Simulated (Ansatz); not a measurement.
Run report: AlHBrCl3, molecular dynamics (part 1 of 3)

- system: AlHBrCl3
- method: RKS BLYP-D4/def2-SVP (Ansatz 0.2.0)

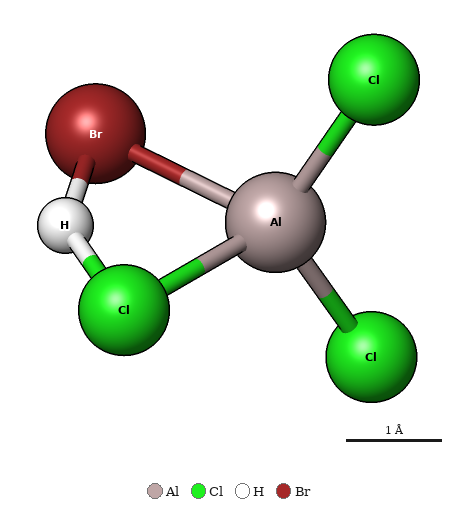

Figure 1. The structure as given in the input (ball-and-stick view, seen at a tilt). Sticks mark near contacts. Bond lengths as drawn: Al–Br 2.45 Å, Al–Cl 2.08 to 2.25 Å, Br–H 1.67 Å and Cl–H 1.62 Å.

Input:
```yaml
crystal:
  periodic: [false, false, false]
  atoms:
    - {symbol: Al, position_ang: [-0.344247, 0.426436, -0.266135]}
    - {symbol: Cl, position_ang: [1.767834, -0.281941, -0.547452]}
    - {symbol: Cl, position_ang: [-1.566758, -0.098858, -1.864587]}
    - {symbol: Cl, position_ang: [-0.428106, 2.333269, 0.559978]}
    - {symbol: H, position_ang: [0.993469, -1.092127, 0.628924]}
    - {symbol: Br, position_ang: [-0.422293, -1.286878, 1.489173]}
basis:
  gaussian: {orbitals: def2-SVP}
hamiltonian: {xc: {name: BLYP}, dispersion: d4}
md: {n_steps: 60, timestep: 1.0, temperature: 1500, ensemble: nvt_langevin, seed: 930, friction: 0.05, initial_velocities: maxwell_boltzmann}
```

Launch command:
```bash
ansatz run in.yaml --threads 8 --pin off --events-out ev --progress --plain --max-ram 19148MiB
```

Log:
```
Functional definition: BLYP
  name "BLYP"
  cite "Becke, Phys. Rev. A 38, 3098 (1988) doi:10.1103/PhysRevA.38.3098"
  cite "Lee, Yang & Parr, Phys. Rev. B 37, 785 (1988) doi:10.1103/PhysRevB.37.785"
  parameter beta = 0.0042
  parameter a = 0.04918
  parameter b = 0.132
  parameter c = 0.2533
  parameter d = 0.349
  exchange = b88_x(beta = beta)
  correlation = lyp_c(a = a, b = b, c = c, d = d)
1181 factors; their error is unknown
mean field evaluation 1: about -114210.1221 eV, gradient 2.1e1 eV
mean field evaluation 2: about -114209.4709 eV, gradient 2.6e1 eV
mean field evaluation 4: about -114211.1740 eV, gradient 9.8e-1 eV
mean field evaluation 8: about -114211.0707 eV, gradient 3.3e-2 eV
mean field -114211.07073483 eV, -4197.1794344608 hartree, gradient 7.1e-5 eV, S^2 0.000000; 0 other end points of the search recorded, 0 dependent functions left out
the calculation of the forces begins
reference -114211.07106955 eV, -4197.1794467614 hartree; 50, 50 occupied and 59, 59 virtual orbitals, 1181 factors
md step     0: t =     0.00 fs  T =  1250.0 K  F+E_penalty+E_count = -114211.62065701 eV  E_kin = 0.969450 eV  (25 SCF iters)
these checks for a lower state are left out or cut short: starts, cluster_reference, orbital_swaps, neighbouring_geometries, increment
1181 factors; their error is unknown
mean field evaluation 16: about -114211.1611 eV, gradient 1.9e0 eV
mean field -114211.06556391 eV, -4197.1792444330 hartree, gradient 6.3e-5 eV, S^2 0.000000; 0 other end points of the search recorded, 0 dependent functions left out
the calculation of the forces begins
reference -114211.06589872 eV, -4197.1792567370 hartree; 50, 50 occupied and 59, 59 virtual orbitals, 1181 factors
md step     1: t =     1.00 fs  T =  1244.6 K  F+E_penalty+E_count = -114211.61506346 eV  E_kin = 0.965278 eV  (23 SCF iters, 5 dispersion substeps)
[... from here on the SCF iterations and repeated set-up lines of each step are left out, up to the last step ...]
md step     2: t =     2.00 fs  T =  1583.4 K  F+E_penalty+E_count = -114211.59716071 eV  E_kin = 1.228056 eV  (23 SCF iters, 5 dispersion substeps)
md step     3: t =     3.00 fs  T =  1518.5 K  F+E_penalty+E_count = -114211.55962915 eV  E_kin = 1.177700 eV  (23 SCF iters, 5 dispersion substeps)
md step     4: t =     4.00 fs  T =  1383.5 K  F+E_penalty+E_count = -114211.51445676 eV  E_kin = 1.073023 eV  (24 SCF iters, 5 dispersion substeps)
md step     5: t =     5.00 fs  T =  1040.9 K  F+E_penalty+E_count = -114211.47270963 eV  E_kin = 0.807267 eV  (25 SCF iters, 5 dispersion substeps)
md step     6: t =     6.00 fs  T =  1271.4 K  F+E_penalty+E_count = -114211.43484389 eV  E_kin = 0.986038 eV  (23 SCF iters, 5 dispersion substeps)
md step     7: t =     7.00 fs  T =  1129.6 K  F+E_penalty+E_count = -114211.39604835 eV  E_kin = 0.876054 eV  (23 SCF iters, 5 dispersion substeps)
md step     8: t =     8.00 fs  T =  1389.4 K  F+E_penalty+E_count = -114211.34515326 eV  E_kin = 1.077588 eV  (23 SCF iters, 5 dispersion substeps)
md step     9: t =     9.00 fs  T =  1492.9 K  F+E_penalty+E_count = -114211.28040572 eV  E_kin = 1.157870 eV  (24 SCF iters, 5 dispersion substeps)
md step    10: t =    10.00 fs  T =  1687.5 K  F+E_penalty+E_count = -114211.20814674 eV  E_kin = 1.308759 eV  (23 SCF iters, 5 dispersion substeps)
md step    11: t =    11.00 fs  T =  1727.7 K  F+E_penalty+E_count = -114211.13562057 eV  E_kin = 1.339953 eV  (23 SCF iters, 5 dispersion substeps)
md step    12: t =    12.00 fs  T =  1480.9 K  F+E_penalty+E_count = -114211.08281858 eV  E_kin = 1.148504 eV  (24 SCF iters, 5 dispersion substeps)
md step    13: t =    13.00 fs  T =  1215.3 K  F+E_penalty+E_count = -114211.05538960 eV  E_kin = 0.942530 eV  (25 SCF iters, 5 dispersion substeps)
md step    14: t =    14.00 fs  T =  1195.5 K  F+E_penalty+E_count = -114211.04479423 eV  E_kin = 0.927177 eV  (24 SCF iters, 5 dispersion substeps)
md step    15: t =    15.00 fs  T =  1282.5 K  F+E_penalty+E_count = -114211.04449906 eV  E_kin = 0.994645 eV  (24 SCF iters, 5 dispersion substeps)
md step    16: t =    16.00 fs  T =  1480.7 K  F+E_penalty+E_count = -114211.04850790 eV  E_kin = 1.148408 eV  (25 SCF iters, 5 dispersion substeps)
md step    17: t =    17.00 fs  T =  1297.5 K  F+E_penalty+E_count = -114211.04668261 eV  E_kin = 1.006302 eV  (25 SCF iters, 5 dispersion substeps)
md step    18: t =    18.00 fs  T =  1138.5 K  F+E_penalty+E_count = -114211.03280360 eV  E_kin = 0.882962 eV  (25 SCF iters, 5 dispersion substeps)
md step    19: t =    19.00 fs  T =  1066.2 K  F+E_penalty+E_count = -114211.02424893 eV  E_kin = 0.826933 eV  (25 SCF iters, 5 dispersion substeps)
md step    20: t =    20.00 fs  T =  1069.6 K  F+E_penalty+E_count = -114211.04057202 eV  E_kin = 0.829572 eV  (26 SCF iters, 5 dispersion substeps)
md step    21: t =    21.00 fs  T =  1294.3 K  F+E_penalty+E_count = -114211.08562761 eV  E_kin = 1.003801 eV  (25 SCF iters, 5 dispersion substeps)
md step    22: t =    22.00 fs  T =  1517.3 K  F+E_penalty+E_count = -114211.14420097 eV  E_kin = 1.176794 eV  (25 SCF iters, 5 dispersion substeps)
md step    23: t =    23.00 fs  T =  1882.9 K  F+E_penalty+E_count = -114211.20688308 eV  E_kin = 1.460303 eV  (23 SCF iters, 5 dispersion substeps)
md step    24: t =    24.00 fs  T =  1564.4 K  F+E_penalty+E_count = -114211.25753912 eV  E_kin = 1.213297 eV  (24 SCF iters, 5 dispersion substeps)
md step    25: t =    25.00 fs  T =  1813.4 K  F+E_penalty+E_count = -114211.28556282 eV  E_kin = 1.406435 eV  (23 SCF iters, 5 dispersion substeps)
md step    26: t =    26.00 fs  T =  1709.2 K  F+E_penalty+E_count = -114211.30153102 eV  E_kin = 1.325561 eV  (24 SCF iters, 5 dispersion substeps)
md step    27: t =    27.00 fs  T =  1563.2 K  F+E_penalty+E_count = -114211.30306128 eV  E_kin = 1.212331 eV  (23 SCF iters, 5 dispersion substeps)
md step    28: t =    28.00 fs  T =  1756.9 K  F+E_penalty+E_count = -114211.27506979 eV  E_kin = 1.362580 eV  (25 SCF iters, 5 dispersion substeps)
md step    29: t =    29.00 fs  T =  1749.2 K  F+E_penalty+E_count = -114211.20440569 eV  E_kin = 1.356606 eV  (25 SCF iters, 5 dispersion substeps)
md step    30: t =    30.00 fs  T =  1350.1 K  F+E_penalty+E_count = -114211.11216476 eV  E_kin = 1.047081 eV  (24 SCF iters, 5 dispersion substeps)
md step    31: t =    31.00 fs  T =  1043.8 K  F+E_penalty+E_count = -114211.02992285 eV  E_kin = 0.809547 eV  (24 SCF iters, 5 dispersion substeps)
md step    32: t =    32.00 fs  T =  1062.7 K  F+E_penalty+E_count = -114210.95741385 eV  E_kin = 0.824187 eV  (24 SCF iters, 5 dispersion substeps)
md step    33: t =    33.00 fs  T =  1132.5 K  F+E_penalty+E_count = -114210.88227048 eV  E_kin = 0.878358 eV  (25 SCF iters, 5 dispersion substeps)
md step    34: t =    34.00 fs  T =  1014.3 K  F+E_penalty+E_count = -114210.80400275 eV  E_kin = 0.786668 eV  (25 SCF iters, 5 dispersion substeps)
md step    35: t =    35.00 fs  T =   817.3 K  F+E_penalty+E_count = -114210.74064727 eV  E_kin = 0.633865 eV  (24 SCF iters, 5 dispersion substeps)
md step    36: t =    36.00 fs  T =   572.5 K  F+E_penalty+E_count = -114210.72018521 eV  E_kin = 0.444022 eV  (25 SCF iters, 5 dispersion substeps)
md step    37: t =    37.00 fs  T =   589.8 K  F+E_penalty+E_count = -114210.72957144 eV  E_kin = 0.457452 eV  (25 SCF iters, 5 dispersion substeps)
md step    38: t =    38.00 fs  T =   537.3 K  F+E_penalty+E_count = -114210.74027656 eV  E_kin = 0.416725 eV  (24 SCF iters, 5 dispersion substeps)
md step    39: t =    39.00 fs  T =   572.5 K  F+E_penalty+E_count = -114210.77172438 eV  E_kin = 0.443975 eV  (25 SCF iters, 5 dispersion substeps)
md step    40: t =    40.00 fs  T =   773.7 K  F+E_penalty+E_count = -114210.84650630 eV  E_kin = 0.600056 eV  (24 SCF iters, 5 dispersion substeps)
md step    41: t =    41.00 fs  T =  1004.4 K  F+E_penalty+E_count = -114210.95012328 eV  E_kin = 0.778953 eV  (23 SCF iters, 5 dispersion substeps)
md step    42: t =    42.00 fs  T =   985.3 K  F+E_penalty+E_count = -114211.05857146 eV  E_kin = 0.764122 eV  (27 SCF iters, 5 dispersion substeps)
md step    43: t =    43.00 fs  T =   643.7 K  F+E_penalty+E_count = -114211.14283895 eV  E_kin = 0.499260 eV  (24 SCF iters, 5 dispersion substeps)
md step    44: t =    44.00 fs  T =   975.8 K  F+E_penalty+E_count = -114211.18478192 eV  E_kin = 0.756771 eV  (25 SCF iters, 5 dispersion substeps)
md step    45: t =    45.00 fs  T =   864.2 K  F+E_penalty+E_count = -114211.19864184 eV  E_kin = 0.670260 eV  (25 SCF iters, 5 dispersion substeps)
md step    46: t =    46.00 fs  T =   848.7 K  F+E_penalty+E_count = -114211.19388872 eV  E_kin = 0.658222 eV  (25 SCF iters, 5 dispersion substeps)
md step    47: t =    47.00 fs  T =   664.1 K  F+E_penalty+E_count = -114211.18047453 eV  E_kin = 0.515066 eV  (25 SCF iters, 5 dispersion substeps)
md step    48: t =    48.00 fs  T =   547.1 K  F+E_penalty+E_count = -114211.17639944 eV  E_kin = 0.424276 eV  (24 SCF iters, 5 dispersion substeps)
md step    49: t =    49.00 fs  T =   708.8 K  F+E_penalty+E_count = -114211.17791405 eV  E_kin = 0.549726 eV  (25 SCF iters, 5 dispersion substeps)
md step    50: t =    50.00 fs  T =   719.8 K  F+E_penalty+E_count = -114211.18109228 eV  E_kin = 0.558222 eV  (25 SCF iters, 5 dispersion substeps)
md step    51: t =    51.00 fs  T =   932.1 K  F+E_penalty+E_count = -114211.19673567 eV  E_kin = 0.722879 eV  (24 SCF iters, 5 dispersion substeps)
md step    52: t =    52.00 fs  T =   924.9 K  F+E_penalty+E_count = -114211.22099537 eV  E_kin = 0.717333 eV  (24 SCF iters, 5 dispersion substeps)
md step    53: t =    53.00 fs  T =  1038.2 K  F+E_penalty+E_count = -114211.23429772 eV  E_kin = 0.805167 eV  (23 SCF iters, 5 dispersion substeps)
md step    54: t =    54.00 fs  T =   915.3 K  F+E_penalty+E_count = -114211.23130606 eV  E_kin = 0.709884 eV  (24 SCF iters, 5 dispersion substeps)
md step    55: t =    55.00 fs  T =  1115.7 K  F+E_penalty+E_count = -114211.21093335 eV  E_kin = 0.865300 eV  (23 SCF iters, 5 dispersion substeps)
md step    56: t =    56.00 fs  T =   946.8 K  F+E_penalty+E_count = -114211.17725954 eV  E_kin = 0.734300 eV  (23 SCF iters, 5 dispersion substeps)
md step    57: t =    57.00 fs  T =  1223.1 K  F+E_penalty+E_count = -114211.13347800 eV  E_kin = 0.948562 eV  (23 SCF iters, 5 dispersion substeps)
md step    58: t =    58.00 fs  T =  1394.1 K  F+E_penalty+E_count = -114211.07433275 eV  E_kin = 1.081227 eV  (23 SCF iters, 5 dispersion substeps)
md step    59: t =    59.00 fs  T =  1582.3 K  F+E_penalty+E_count = -114211.00417178 eV  E_kin = 1.227135 eV  (23 SCF iters, 5 dispersion substeps)
these checks for a lower state are left out or cut short: starts, cluster_reference, orbital_swaps, neighbouring_geometries, increment
1181 factors; their error is unknown
mean field -114210.41647939 eV, -4197.1553910170 hartree, gradient 8.0e-5 eV, S^2 0.000000; 0 other end points of the search recorded, 0 dependent functions left out
the calculation of the forces begins
reference -114210.41682779 eV, -4197.1554038204 hartree; 50, 50 occupied and 59, 59 virtual orbitals, 1181 factors
1181 factors; their error is unknown
mean field evaluation 352: about -114210.4165 eV, gradient 8.0e-5 eV
mean field -114210.41647939 eV, -4197.1553910170 hartree, gradient 8.0e-5 eV, S^2 0.000000; 1 other end points of the search recorded, 0 dependent functions left out
the calculation of the forces begins
reference -114210.41682779 eV, -4197.1554038204 hartree; 50, 50 occupied and 59, 59 virtual orbitals, 1181 factors
md step    60: t =    60.00 fs  T =  1344.7 K  F+E_penalty+E_count = -114210.92328973 eV  E_kin = 1.042923 eV  (26 SCF iters, 5 dispersion substeps)
```

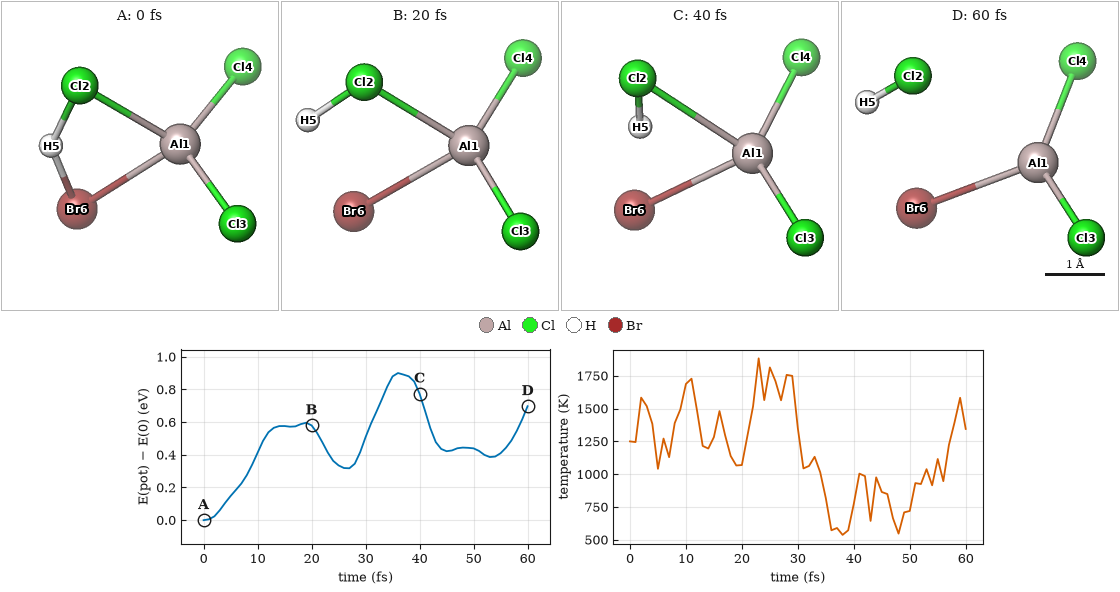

Figure 2. Frames of the molecular dynamics (ball-and-stick, seen at a tilt) above the curves, on which the letters mark them. The trajectory kept here has 61 frames over 60 fs. The temperature starts at 1250 K, ranges from 537 to 1883 K and averages 931 K over the second half. The potential energy ends 0.697 eV above its first value. After an unweighted best fit of the last frame on the first, the root-mean-square displacement is 0.40 Å, and H5 has moved furthest (0.67 Å).

```
Total energy: -114210.92363813 eV, -4197.1740287569 hartree
Atom 0 at    -0.609945     0.445933    -0.325926 Å, force     1.828649    -0.126936     3.581350 eV/Å
Atom 1 at     2.036480    -0.321059    -0.311815 Å, force     0.887595     0.902287    -1.807469 eV/Å
Atom 2 at    -1.684710    -0.080422    -1.960755 Å, force    -0.589447    -0.124866    -1.113824 eV/Å
Atom 3 at    -0.047380     2.321648     0.676207 Å, force    -0.601056    -0.772135    -0.927302 eV/Å
Atom 4 at     1.906045    -0.993381     0.772554 Å, force    -0.505174    -0.498179     0.883448 eV/Å
Atom 5 at    -0.322569    -1.301326     1.517309 Å, force    -1.020566     0.619828    -0.616204 eV/Å
Dipole moment:     0.226017    -0.026513    -0.336676 e Å
```

Trajectory as extended XYZ (Å, eV, eV/Å), 61 frames, from step=0 to step=60:
```
6
Properties=species:S:1:pos:R:3:forces:R:3 step=0 time_fs=0.0 energy=-114211.62066 temperature=1250.0
Al   -0.3442    0.4264   -0.2661   -0.0757   0.0212   0.0143
Cl    1.7678   -0.2819   -0.5475    0.5718   0.0343  -0.3029
Cl   -1.5668   -0.0989   -1.8646   -0.3178  -0.1389  -0.4171
Cl   -0.4281    2.3333    0.5600   -0.0201   0.4969   0.2167
H     0.9935   -1.0921    0.6289    0.1424  -0.1488   0.0824
Br   -0.4223   -1.2869    1.4892   -0.3005  -0.2646   0.4066
6
Properties=species:S:1:pos:R:3:forces:R:3 step=1 time_fs=1.0 energy=-114211.61506 temperature=1244.6
Al   -0.3429    0.4267   -0.2799   -0.1919   0.1123   0.2929
Cl    1.7608   -0.2768   -0.5386    0.7826   0.0359  -0.3729
Cl   -1.5661   -0.0971   -1.8709   -0.3594  -0.1529  -0.4972
Cl   -0.4241    2.3349    0.5648   -0.0147   0.3652   0.1387
H     1.0266   -1.0562    0.6510    0.0118  -0.1911   0.1279
Br   -0.4215   -1.2907    1.4919   -0.2284  -0.1694   0.3105
6
Properties=species:S:1:pos:R:3:forces:R:3 step=2 time_fs=2.0 energy=-114211.59716 temperature=1583.4
Al   -0.3443    0.4276   -0.2954   -0.2589   0.1993   0.6872
Cl    1.7540   -0.2705   -0.5317    0.9953   0.0063  -0.4178
Cl   -1.5665   -0.0950   -1.8750   -0.4419  -0.1832  -0.6371
Cl   -0.4198    2.3382    0.5693   -0.0077   0.2194   0.0452
H     1.0794   -1.0324    0.6691   -0.1865  -0.1816   0.1482
Br   -0.4191   -1.2944    1.4960   -0.1003  -0.0603   0.1742
6
Properties=species:S:1:pos:R:3:forces:R:3 step=3 time_fs=3.0 energy=-114211.55963 temperature=1518.5
Al   -0.3475    0.4290   -0.3122   -0.2942   0.2946   1.1337
Cl    1.7479   -0.2646   -0.5262    1.1954  -0.0458  -0.4344
Cl   -1.5678   -0.0934   -1.8803   -0.5325  -0.2142  -0.7902
Cl   -0.4147    2.3437    0.5744   -0.0012   0.0474  -0.0683
H     1.1456   -1.0211    0.6842   -0.3999  -0.1263   0.1223
Br   -0.4174   -1.2982    1.4994    0.0325   0.0443   0.0370
```
